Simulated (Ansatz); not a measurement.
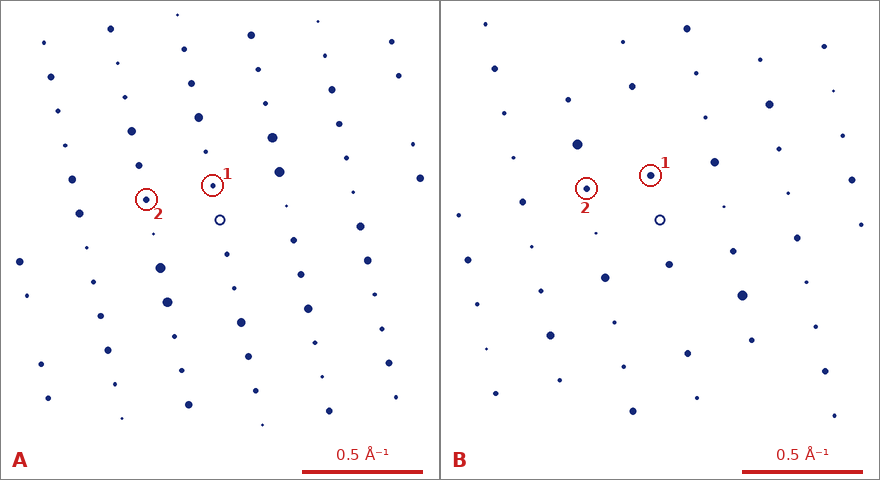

Kinematic electron diffraction patterns (200 kV, B = 0.5 Å², same scale) along [010] of the run's own cell, for the start and the end of one relaxation of Al2Ge2Os with Ansatz 0.2.0, DFT, PAW plane waves, pbesol. k mesh 8×8×5. The start is a generated model structure, and the relaxation ends in the nearest stationary point of its symmetry, not necessarily the ground state. Spot 1 is 0 0 -1 and spot 2 is -1 0 -1 in both.

Start structure:

```
CELL_PARAMETERS angstrom
2.02910 3.51450 0.00000
-2.02910 3.51450 0.00000
0.00000 0.00000 6.86465
ATOMIC_POSITIONS crystal
Os 0.00000 0.00000 0.00000
Ge 0.33333 0.33333 0.25850
Ge 0.66667 0.66667 0.74150
Al 0.33333 0.33333 0.63230
Al 0.66667 0.66667 0.36770
```

**Which pattern belongs to the start structure, and which to the relaxed one?**

A is the start: its cell gives d(1) = 6.865 Å, d(2) = 3.128 Å and an angle of 62.9°. B is the relaxed structure, with d(1) = 5.269 Å (-23.2 %), d(2) = 3.007 Å (-3.9 %) and 55.2°.

**Name reflections whose intensity changes strongly on relaxation.**

1 0 -2 goes from 93 to 0.98 % of the strongest spot; 2 0 2 goes from 36 to 0.75 % of the strongest spot; 0 0 4 goes from 26 to 1 % of the strongest spot.

**Summarise the relaxation behind the change.**

The volume changed by -16.7 % to 16.32 Å³ an atom; with the mean shift removed, the atoms moved by up to 1.05 Å relative to the cell (Al most); the space group stayed P-3m1 (No. 164); the free energy fell by 740 meV an atom. Relaxed cell: a = 4.228 Å, b = 4.228 Å, c = 5.269 Å, α = 90.00°, β = 90.00°, γ = 60.00°.
